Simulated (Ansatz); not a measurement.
A relaxed structure of Cs. Space group Fm-3m (No. 225), fcc (Cu type). All values below come from r2SCAN (plane waves to 500 eV, PAW, scalar-relativistic; Ansatz, a first-principles code).

```cif
data_Cs
_chemical_formula_sum 'Cs1'
_space_group_name_H-M_alt 'P 1'
_space_group_IT_number 1
_cell_length_a 5.60827
_cell_length_b 5.60827
_cell_length_c 5.60827
_cell_angle_alpha 60.000
_cell_angle_beta 60.000
_cell_angle_gamma 60.000
loop_
_space_group_symop_operation_xyz
  'x, y, z'
loop_
_atom_site_label
_atom_site_type_symbol
_atom_site_fract_x
_atom_site_fract_y
_atom_site_fract_z
_atom_site_occupancy
Cs1 Cs 0.00000 0.00000 0.00000 1
```

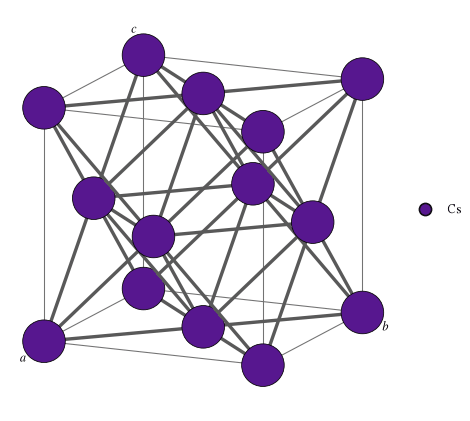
*The conventional cell of the relaxed structure*

```json
{
 "volume_per_atom": "124.73 Å³",
 "band_gap": "zero (metallic)",
 "shortest_distances": "",
 "k-mesh": "10×10×10"
}
```

Band energies at high-symmetry points (eV from the Fermi level; labels of this space group; no spin-orbit coupling), from −5 eV up to 2.0 eV:

| point | energies |
|---|---|
| Γ | -1.69 |
| X | 0.35 1.20 1.33 |
| U | 0.68 1.03 1.29 |
| K | 0.68 1.03 1.29 |
| L | 0.09 0.61 |
| W | 0.78 1.24 1.24 |

No spin polarisation in the result.

The run could not lose the symmetry of its start.

The relaxed structure has the type that Cs is known to take under pressure; here it was relaxed at zero pressure, from a generated start.
